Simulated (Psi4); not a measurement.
## PN (charge +1): single-point calculation (part 1 of 2)

System: PN (phosphorous nitride), charge +1, multiplicity 2.
Method: CCSD/aug-cc-pVTZ, UHF (Psi4 1.11).

The geometry is that of the parent species in another charge or spin state.

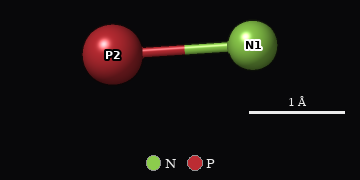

**Figure 1.** The input geometry (ball-and-stick view, seen at an oblique angle; atoms are numbered from 1 in the order of the input). Bond lengths as drawn: N–P 1.49 Å.

### Input file (np.py)
```python
import psi4

psi4.set_memory(1600000000)
psi4.set_num_threads(1)
psi4.set_output_file('run.log', False)

mol = psi4.geometry("""
1 2
N      0.000000     0.000000     0.000000
P      0.000000     0.000000     1.490866
units angstrom
symmetry c1
no_reorient
no_com
""")

psi4.set_options({
    'basis': 'aug-cc-pVTZ',
    'reference': 'uhf',
    'puream': True,
    'e_convergence': 1e-09,
    'd_convergence': 1e-08,
    'scf_type': 'pk',
    'num_frozen_docc': 6,
    'maxiter': 100,
    'soscf': True,
    'soscf_start_convergence': 0.001,
})

result = psi4.energy('ccsd')
print(f'ccsd energy: {result:.10f} Eh')
```

Run on 1 thread of Intel Xeon (Sapphire Rapids), 64 GiB of memory available, shared host.

Run as:
```bash
python np.py
```

### Log
```
h
    h
    h

    -----------------------------------------------------------------------

    Memory:     1.5 GiB
    Threads:    1
                ecpint, einsums, f̶o̶r̶t̶e̶, gauxc, gcp, g̶d̶m̶a̶, geometric, g̶p̶u̶_̶d̶f̶c̶c̶,
                i̶n̶t̶e̶g̶r̶a̶t̶o̶r̶x̶x̶, i̶p̶i̶, libefp, m̶d̶i̶, m̶p̶2̶d̶, m̶r̶c̶c̶, ooo,
                o̶p̶e̶n̶f̶e̶r̶m̶i̶o̶n̶p̶s̶i̶4̶, pcmsolver, p̶s̶i̶4̶f̶o̶c̶k̶c̶i̶, p̶s̶i̶x̶a̶s̶,
                p̶y̶e̶i̶n̶s̶u̶m̶s̶, r̶e̶s̶p̶, s̶i̶m̶i̶n̶t̶, s̶n̶s̶m̶p̶2̶,
                v̶2̶r̶d̶m̶_̶c̶a̶s̶s̶c̶f̶

   => Loading Basis Set <=

    Name: AUG-CC-PVTZ
    Role: ORBITAL
    Keyword: BASIS

         ---------------------------------------------------------
                                   SCF
                              UHF Reference
                        1 Threads,   1525 MiB Core
         ---------------------------------------------------------

  ==> Geometry <==

    Molecular point group: c1
    Full point group: C_inf_v

    Geometry (in Angstrom), charge = 1, multiplicity = 2:

       Center              X                  Y                   Z               Mass
    ------------   -----------------  -----------------  -----------------  -----------------
         N            0.000000000000     0.000000000000     0.000000000000    14.003074004430
         P            0.000000000000     0.000000000000     1.490866000000    30.973761998420

  Running in c1 symmetry.

  Rotational constants: A = ************  B =      0.24486  C =      0.24486 [cm^-1]
  Rotational constants: A = ************  B =   7340.84445  C =   7340.84445 [MHz]
  Nuclear repulsion =   37.269350243650337

  Charge       = 1
  Multiplicity = 2
  Electrons    = 21
  Nalpha       = 11
  Nbeta        = 10

  ==> Algorithm <==

  SCF Algorithm Type is PK.
  DIIS enabled.
  MOM disabled.
  Fractional occupation disabled.
  Guess Type is SAD.
  Energy threshold   = 1.00e-09
  Density threshold  = 1.00e-08
  Integral threshold = 1.00e-12

  ==> Primary Basis <==

  Basis Set: AUG-CC-PVTZ
    Blend: AUG-CC-PVTZ
    Number of shells: 30
    Number of basis functions: 96
    Number of Cartesian functions: 114
    Spherical Harmonics?: true
    Max angular momentum: 3

  ==> Integral Setup <==

  Using in-core PK algorithm.
   Calculation information:
      Number of atoms:                   2
      Number of AO shells:              30
      Number of primitives:             94
      Number of atomic orbitals:       114
      Number of basis functions:        96

      Integral cutoff                 1.00e-12
      Number of threads:                 1

  Performing in-core PK
  Using 21682992 doubles for integral storage.
  We computed 108345 shell quartets total.
  Whereas there are 108345 unique shell quartets.

  ==> DiskJK: Disk-Based J/K Matrices <==

    J tasked:                  Yes
    K tasked:                  Yes
    wK tasked:                  No
    Memory [MiB]:             1144
    Schwarz Cutoff:          1E-12

  Minimum eigenvalue in the overlap matrix is 3.3368609622E-04.
  Reciprocal condition number of the overlap matrix is 6.6820107777E-05.
    Using symmetric orthogonalization.

  ==> Pre-Iterations <==

  SCF Guess: Superposition of Atomic Densities via on-the-fly atomic UHF (no occupation information).

   -------------------------
    Irrep   Nso     Nmo
   -------------------------
     A         96      96
   -------------------------
    Total      96      96
   -------------------------

  ==> Iterations <==

                        Total Energy        Delta E     RMS |[F,P]|

   @UHF iter SAD:  -394.31857428912434   -3.94319e+02   0.00000e+00
   @UHF iter   1:  -394.59321971997650   -2.74645e-01   4.82543e-03 ADIIS/DIIS
   @UHF iter   2:  -394.53040671232213    6.28130e-02   6.90829e-03 ADIIS/DIIS
   @UHF iter   3:  -394.75488375847272   -2.24477e-01   8.82674e-04 ADIIS/DIIS
   @UHF iter   4:  -394.76998715516993   -1.51034e-02   5.13124e-04 SOSCF, nmicro=5
   @UHF iter   5:  -393.81578147570730    9.54206e-01   1.04722e-02 SOSCF, nmicro=5
   @UHF iter   6:  -394.23184424193175   -4.16063e-01   4.28545e-03 ADIIS/DIIS
   @UHF iter   7:  -394.77005458213529   -5.38210e-01   5.11867e-04 ADIIS/DIIS
   @UHF iter   8:  -394.77836930231172   -8.31472e-03   3.73687e-04 SOSCF, nmicro=5
   @UHF iter   9:  -394.75409980445738    2.42695e-02   1.00890e-03 SOSCF, nmicro=5
   @UHF iter  10:  -394.76866162746836   -1.45618e-02   2.41479e-04 ADIIS/DIIS
   @UHF iter  11:  -394.76949277173935   -8.31144e-04   1.51852e-04 SOSCF, nmicro=5
   @UHF iter  12:  -394.78328331887951   -1.37905e-02   9.29129e-04 SOSCF, nmicro=5
   @UHF iter  13:  -394.80180738841324   -1.85241e-02   6.01049e-04 SOSCF, nmicro=5
   @UHF iter  14:  -394.80551111653637   -3.70373e-03   5.57317e-05 SOSCF, nmicro=5
   @UHF iter  15:  -394.80555770916442   -4.65926e-05   8.72358e-06 SOSCF, nmicro=5
   @UHF iter  16:  -394.80555831485316   -6.05689e-07   1.05965e-06 SOSCF, nmicro=5
   @UHF iter  17:  -394.80555832601215   -1.11590e-08   1.60210e-07 SOSCF, nmicro=5
   @UHF iter  18:  -394.80555832622667   -2.14527e-10   2.06489e-08 SOSCF, nmicro=5
   @UHF iter  19:  -394.80555832623082   -4.14957e-12   3.08369e-09 SOSCF, nmicro=conv
  Energy and wave function converged.

  ==> Post-Iterations <==

   @Spin Contamination Metric:   7.247812395E-01
   @S^2 Expected:                7.500000000E-01
   @S^2 Observed:                1.474781239E+00
   @S   Expected:                5.000000000E-01
   @S   Observed:                5.000000000E-01

    Orbital Energies [Eh]
    ---------------------

    Alpha Occupied:

       1A    -80.339831     2A    -16.021080     3A     -7.876293
       4A     -5.775647     5A     -5.757847     6A     -5.757847
       7A     -1.578592     8A     -1.083845     9A     -0.898163
      10A     -0.898163    11A     -0.839480

    Alpha Virtual:

      12A     -0.225977    13A     -0.225977    14A     -0.107242
      15A     -0.086947    16A     -0.059123    17A     -0.059123
      18A     -0.036491    19A     -0.003479    20A     -0.003479
      21A      0.010650    22A      0.011337    23A      0.011337
      24A      0.087740    25A      0.099214    26A      0.099214
      27A      0.178512    28A      0.247027    29A      0.247027
      30A      0.277337    31A      0.277337    32A      0.284943
      33A      0.287645    34A      0.339486    35A      0.339486
      36A      0.366517    37A      0.366517    38A      0.415492
      39A      0.415492    40A      0.466308    41A      0.466308
      42A      0.498853    43A      0.544974    44A      0.544974
      45A      0.555134    46A      0.575214    47A      0.575214
      48A      0.754172    49A      0.770665    50A      0.770665
      51A      0.952907    52A      1.179447    53A      1.209485
      54A      1.209485    55A      1.270291    56A      1.270291
      57A      1.330723    58A      1.330723    59A      1.361207
      60A      1.361207    61A      1.387318    62A      1.405664
      63A      1.405664    64A      1.486223    65A      1.486223
      66A      1.589918    67A      1.594303    68A      1.594303
      69A      1.744714    70A      1.744714    71A      1.830684
      72A      1.830684    73A      2.008295    74A      2.009996
      75A      2.009996    76A      2.050346    77A      2.406721
      78A      2.406721    79A      3.013240    80A      3.266467
      81A      3.266467    82A      3.588694    83A      4.549799
      84A      4.549799    85A      4.650883    86A      4.650883
      87A      4.718478    88A      4.718478    89A      4.723758
      90A      4.723758    91A      4.782215    92A      4.973598
      93A      5.041218    94A      5.041218    95A      6.022718
      96A      8.639267

    Beta Occupied:

       1A    -80.347123     2A    -15.946697     3A     -7.885345
       4A     -5.781306     5A     -5.781306     6A     -5.767924
       7A     -1.400997     8A     -0.903747     9A     -0.739636
      10A     -0.739636

    Beta Virtual:

      11A     -0.301235    12A     -0.207804    13A     -0.207804
      14A     -0.107775    15A     -0.084797    16A     -0.067610
      17A     -0.067610    18A     -0.024955    19A     -0.013983
      20A     -0.013983    21A      0.008356    22A      0.008356
      23A      0.011278    24A      0.109227    25A      0.109227
      26A      0.115087    27A      0.182940    28A      0.229458
      29A      0.229458    30A      0.267072    31A      0.267072
      32A      0.289350    33A      0.308932    34A      0.329011
      35A      0.329011    36A      0.341449    37A      0.341449
      38A      0.400662    39A      0.400662    40A      0.486423
      41A      0.486423    42A      0.503424    43A      0.538219
      44A      0.538219    45A      0.609622    46A      0.610220
      47A      0.610220    48A      0.775299    49A      0.788893
      50A      0.788893    51A      1.039300    52A      1.198104
      53A      1.264131    54A      1.264131    55A      1.281418
      56A      1.281418    57A      1.327453    58A      1.327453
      59A      1.381964    60A      1.381964    61A      1.414673
      62A      1.414966    63A      1.414966    64A      1.506801
      65A      1.506801    66A      1.553390    67A      1.553390
      68A      1.614669    69A      1.754616    70A      1.754616
      71A      1.826226    72A      1.826226    73A      1.997074
      74A      1.997074    75A      2.027733    76A      2.099388
      77A      2.425875    78A      2.425875    79A      3.048448
      80A      3.357433    81A      3.357433    82A      3.670119
      83A      4.614868    84A      4.614868    85A      4.714209
      86A      4.714209    87A      4.795484    88A      4.795484
      89A      4.839845    90A      4.839845    91A      4.873321
      92A      5.048065    93A      5.154110    94A      5.154110
      95A      6.056695    96A      8.695509

    Final Occupation by Irrep:
              A
    DOCC [    10 ]
    SOCC [     1 ]
    NA   [    11 ]
    NB   [    10 ]

  @UHF Final Energy:  -394.80555832623082

   => Energetics <=

    Nuclear Repulsion Energy =             37.2693502436503366
    One-Electron Energy =                -612.0293137625756117
    Two-Electron Energy =                 179.9544051926944235
    Total Energy =                       -394.8055583262308232

  UHF NO Occupations:
  HONO-2 :    9  A 1.8082033
  HONO-1 :   10  A 1.8082033
  HONO-0 :   11  A 1.0000000
  LUNO+0 :   12  A 0.1917967
  LUNO+1 :   13  A 0.1917967
  LUNO+2 :   14  A 0.0141988
  LUNO+3 :   15  A 0.0014806

Computation Completed

Properties will be evaluated at   0.000000,   0.000000,   0.000000 [a0]

Properties computed using the SCF density matrix

 Multipole Moments:

 ------------------------------------------------------------------------------------
     Multipole            Electronic (a.u.)      Nuclear  (a.u.)        Total (a.u.)
 ------------------------------------------------------------------------------------

 L = 1.  Multiply by 2.5417464519 to convert [e a0] to [Debye]
 Dipole X            :          0.0000000            0.0000000            0.0000000
 Dipole Y            :          0.0000000            0.0000000            0.0000000
 Dipole Z            :        -39.9711597           42.2599264            2.2887667
 Magnitude           :                                                    2.2887667

 ------------------------------------------------------------------------------------

	total time  =         15 seconds =       0.25 minutes
 MINTS: Wrapper to libmints.
```
